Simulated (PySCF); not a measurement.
# C4H9B, SMILES `BC(=C)CC`: electronic structure

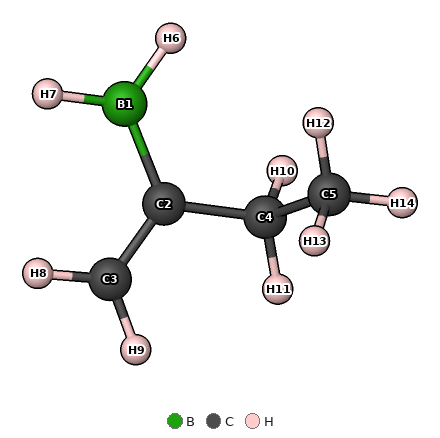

The molecule, with its atoms numbered as below. No frequency check shows the geometry to be a minimum.

Cartesian coordinates (Å):

```
B1       1.1061    1.4447    0.0054
C2       0.6119   -0.0181    0.1261
C3       1.4028   -1.0464   -0.2028
C4      -0.7890   -0.2994    0.6143
C5      -1.8149    0.0804   -0.4533
H6       0.4365    2.3334    0.3667
H7       2.1663    1.6638   -0.4365
H8       2.4035   -0.8949   -0.5721
H9       1.0853   -2.0760   -0.1102
H10     -0.9819    0.2855    1.5164
H11     -0.9022   -1.3578    0.8628
H12     -1.7227    1.1336   -0.7088
H13     -1.6545   -0.5057   -1.3562
H14     -2.8254   -0.1045   -0.0951
```

Part 1: Bonding charge

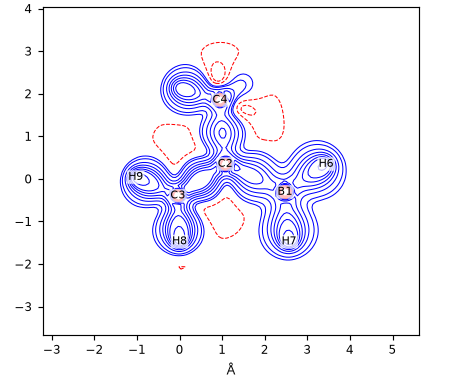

Deformation density (molecule less spherical, spin-averaged free atoms) in a plane through 8 of the atoms; contours at ±0.05 to ±0.8 e/Å³; solid blue lines: gain, dashed red lines: loss.

Level of theory: B3LYP/def2-TZVP (PySCF), at a geometry from GFN2-xTB.

Describe the bonding that the map shows.

Answer. C2–C3: +0.79 e/Å³ at the bond critical point (bond length 1.34 Å, Mayer order 1.8). C3–H8: +0.78 e/Å³ at the bond critical point (bond length 1.08 Å, Mayer order 1.0). C3–H9: +0.77 e/Å³ at the bond critical point (bond length 1.08 Å, Mayer order 1.0). C2–C4: +0.52 e/Å³ at the bond critical point (bond length 1.51 Å, Mayer order 0.9). B1–H7: +0.51 e/Å³ at the bond critical point (bond length 1.17 Å, Mayer order 1.0). B1–H6: +0.51 e/Å³ at the bond critical point (bond length 1.17 Å, Mayer order 1.0). B1–C2: +0.47 e/Å³ at the bond critical point (bond length 1.55 Å, Mayer order 1.1). In all, 3.2 electrons gather in the regions of gain relative to the promolecule.

Where do the Hirshfeld charges lie?

Answer. The highest Hirshfeld charge is on B1 (+0.14 e), the lowest on C5 (−0.11 e).

Part 2: Local ionisation energy

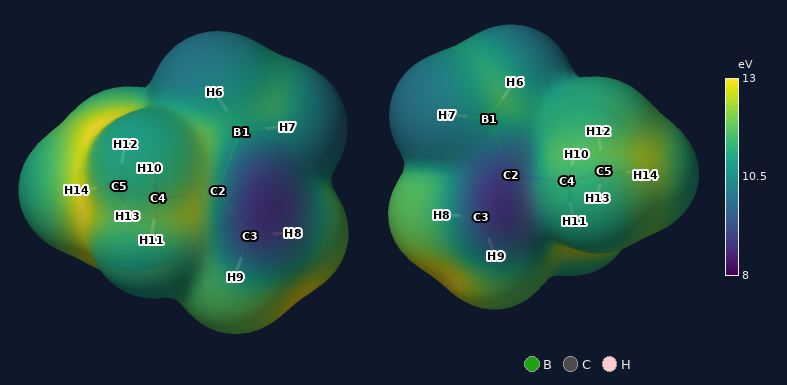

Average local ionisation energy on the surface of electron density 0.001 a.u. (back view left, front view right).

Locate the minima of the map.

Answer. The lowest value is 8.6 eV, off the C2–C3 bond (2.2 Å from its atoms). Further minima include 8.6 eV, over C3, off the plane of its three bonds (2.1 Å); 9.9 eV, 1.5 Å from H7; 10.8 eV, 1.4 Å from H11. For comparison, the highest occupied orbital lies at −7.7 eV.

What volume does the surface enclose, and what is the dipole moment?

Answer. About 129 Å³; the dipole moment is 1.1 D.

Part 3: Excited states

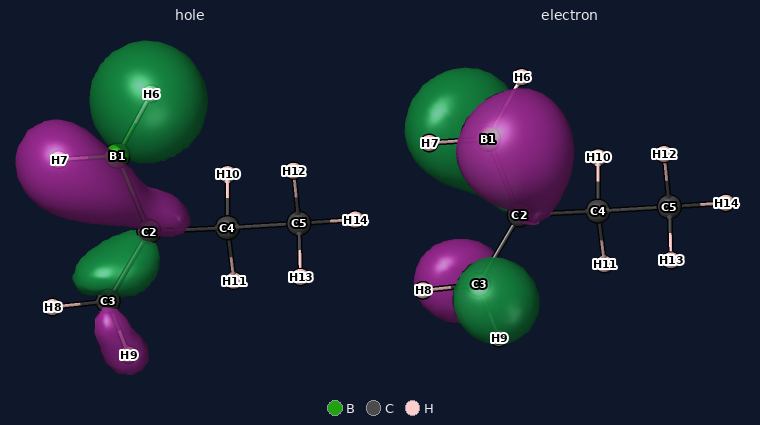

Leading natural transition orbital pair of S₃ (full linear response singlet states); the surfaces enclose about 70 % of each orbital's density.

Computed with PySCF, PBE0/6-311G**, geometry: GFN2-xTB. Without diffuse functions Rydberg states are missing, so the states' numbers hold for this basis only.

Where does the state lie, and where do hole and electron sit?

Answer. 5.54 eV (224 nm), f = 0.005; the leading pair carries 100 %; hole on B1 (35 %), H6 (27 %) and H7 (14 %), electron on B1 (48 %), C3 (21 %) and C2 (11 %); their centroids lie 0.7 Å apart. In canonical orbitals it is mainly HOMO−2 → LUMO (89 %). The HOMO–LUMO gap is 5.94 eV.

Part 4: Removing or adding an electron

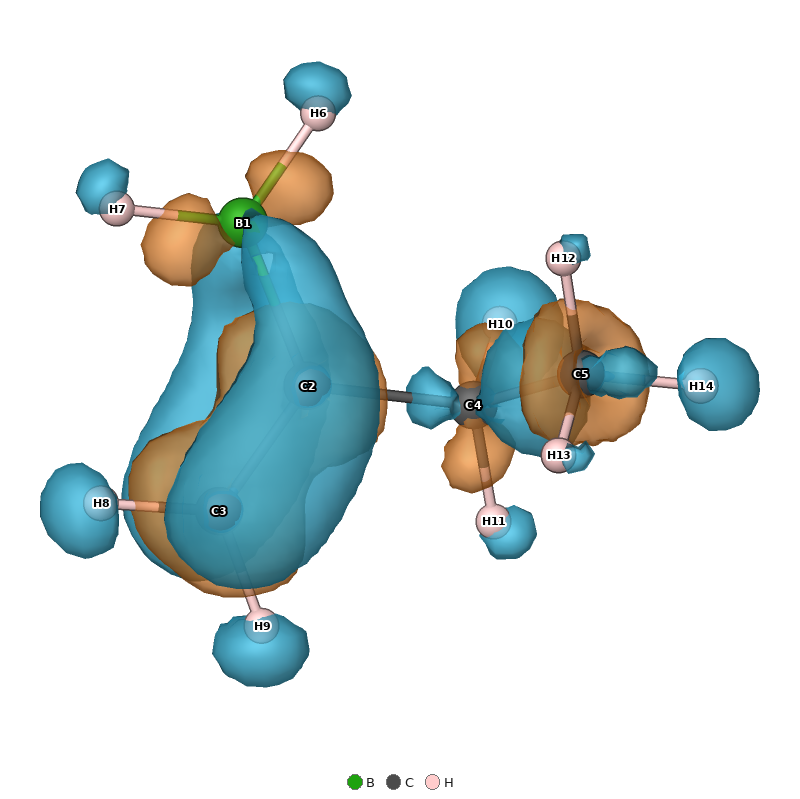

Fukui function f⁻ = ρ(N) − ρ(N−1) at fixed geometry, surfaces at ±0.03 e/Å³ (light blue positive, orange negative).

PySCF calculation, B3LYP/def2-SVP, gas phase; geometry: GFN2-xTB.

Which atoms respond most to the removal of an electron?

Answer. f⁻ (Hirshfeld-condensed) is largest on C3 (0.21) and C2 (0.17); the vertical ionisation energy is 9.94 eV. Condensed values hint at sites of electrophilic attack but needn't mark the atom that reacts. Shares this close don't rank the sites. Orbital relaxation makes it negative in places (0.24 e in all).

Part 5: Stretching a bond

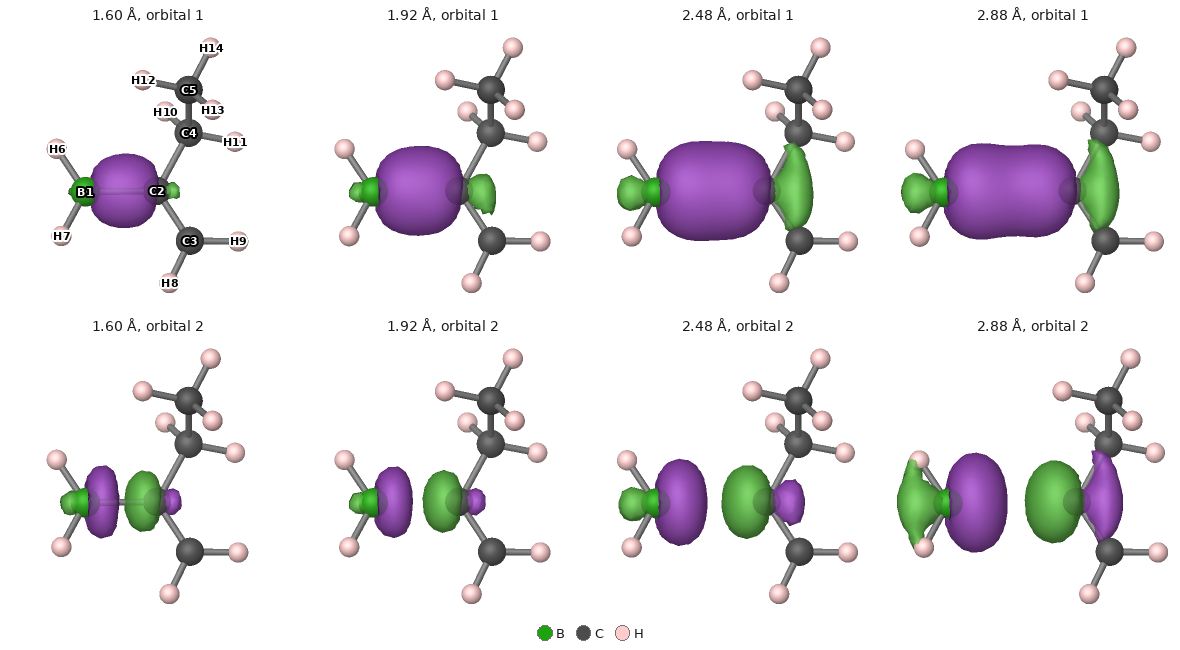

Rigid stretch of the B1–C2 bond. The two CASSCF(2,2) natural orbitals nearest half filling (orbital 1 the more occupied).

Computed with PySCF, 6-31G* basis, geometry: GFN2-xTB.

How do the occupations change along the stretch?

Answer. 1.60 Å: 1.99 and 0.01; 1.92 Å: 1.97 and 0.03; 2.48 Å: 1.86 and 0.14; 2.88 Å: 1.71 and 0.29. At the longest distance computed (4.48 Å) they are 1.09 and 0.91, and the effective number of unpaired electrons is 2.0.

UHF's ⟨S²⟩ passes 1 along the scan (up to 1.26), so it also polarises electrons outside the stretched bond; its energy lowering isn't due to that bond alone.

UHF already breaks spin symmetry near equilibrium here (⟨S²⟩ = 0.05 at 1.60 Å), for reasons apart from this bond.

How much energy does the stretch cost?

Answer. By CASSCF, 4.7 eV from the lowest point of the scan (1.60 Å) to 4.48 Å; RHF gives 8.8 eV from its own lowest point. The fragments aren't relaxed and dynamic correlation is missing, so this isn't a bond dissociation energy.

The PySCF runs shown took 50 s, 20 min, 7 min and 7.2 min on 1 thread of Arm Neoverse N1 (shared host).
